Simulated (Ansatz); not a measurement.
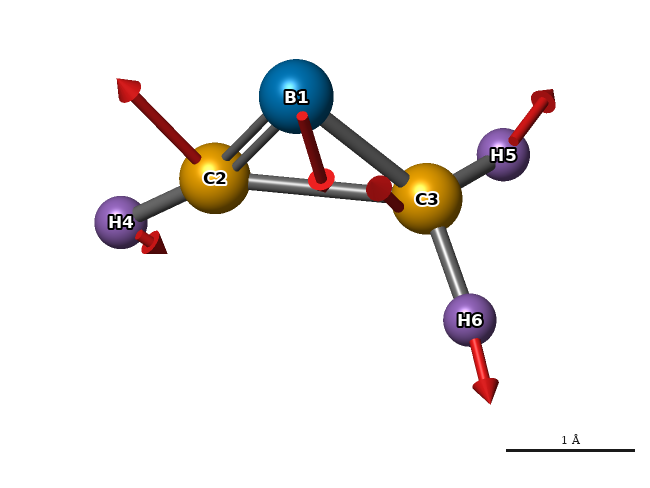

Arrows show the forces on the atoms, 0.5 Å of arrow for 1 eV/Å; forces under a tenth of the largest aren't drawn. Level of theory: RHF-CCSD(T) (frozen core)/def2-TZVPP (Ansatz 0.2.0).

List the force components in the frame of the picture (x right, y up, z towards the viewer), in eV/Å.

| atom | Fx | Fy | Fz |
| --- | --- | --- | --- |
| B1 | 0.37 | −1.21 | −1.68 |
| C2 | −1.26 | 1.28 | 1.28 |
| C3 | −0.43 | 0.41 | 1.21 |
| H4 | 0.45 | −0.30 | −0.26 |
| H5 | 0.62 | 0.82 | −1.06 |
| H6 | 0.25 | −1.01 | 0.51 |
